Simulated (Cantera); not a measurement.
A closed system holds: 1 mol Pb, 0.055 mol H2, at 0.133 bar.

Equilibrium computed with Cantera from the NASA thermochemical tables; the gas is ideal and each condensed phase is pure. Candidate condensed phases: Pb; 4 gas species. Equilibrium is a limit: real reactors are often held back by kinetics, nucleation or transport.

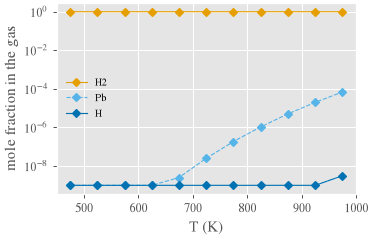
Figure: Equilibrium gas composition (values under 1e-9 drawn at 1e-9)

From 475 K to 575 K the condensed part is Pb(s). From 625 K to 975 K the condensed part is Pb(l).
